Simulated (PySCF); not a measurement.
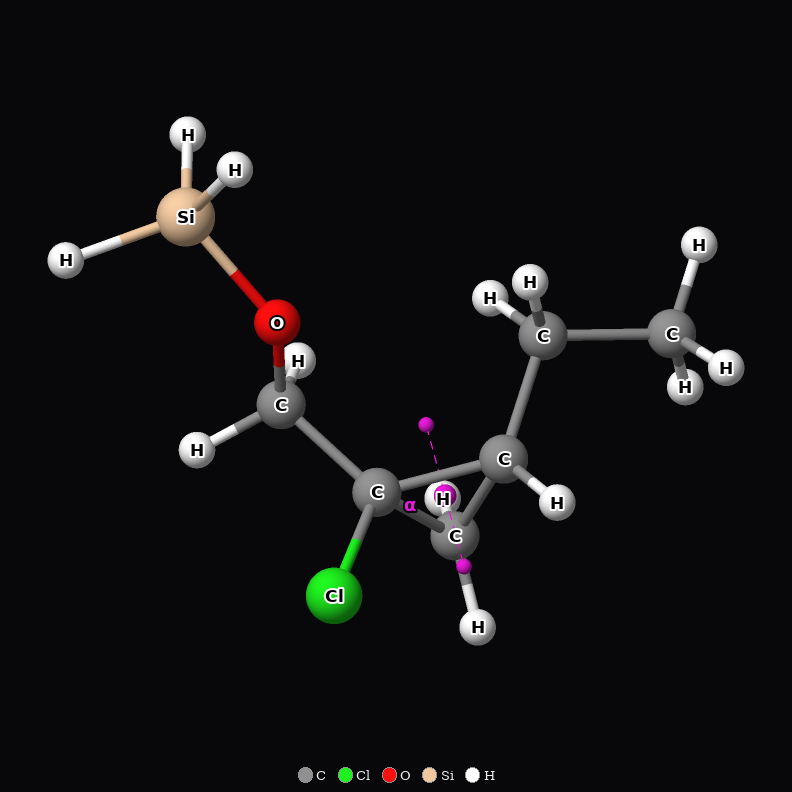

The small points mark where nucleus-independent chemical shifts (NICS) were computed: at the centre of each lettered ring and 1 Å above and below it. Computed geometry: GFN2-xTB optimisation. No frequency run is at hand to confirm it as a minimum. Method: GIAO PBE0/pcSseg-1 NMR shielding, non-relativistic, gas phase (PySCF 2.14.0).

Give NICS(0), NICS(1) and the out-of-plane component NICS(1)zz for each ring (means of the two sides).

| ring | members | NICS(0) | NICS(1) | NICS(1)zz |
| --- | --- | --- | --- | --- |
| α | C3 | −41.0 | −8.0 | −19.4 |

Values in ppm.

The geometry is semi-empirical. Around Si such bond lengths and angles can be off by a tenth of an ångström or more and by several degrees, and values that hang on the shape move with them.
